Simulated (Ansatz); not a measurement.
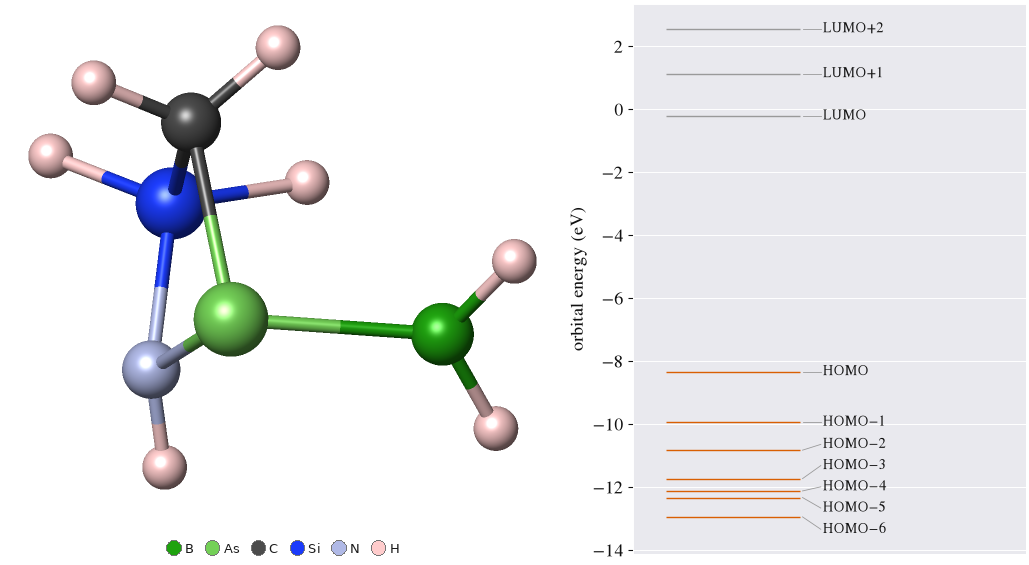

CH₇AsBNSi, SMILES B[As]1C[SiH2]N1. Kohn-Sham orbital energies near the frontier, ωB97M-V/def2-TZVPP with the Ansatz code 0.2.0, at a PBE0-D4/def2-TZVP geometry (no frequency check), isolated molecule; empty levels in grey, levels within 0.03 eV side by side.

**Where do the frontier orbitals lie?**

HOMO at −8.35 eV, LUMO at −0.23 eV, 8.12 eV apart.

**How far below the HOMO does the next level lie?**

1.61 eV.

Note: no scalar relativity up to krypton; empty levels above zero depend strongly on the basis.
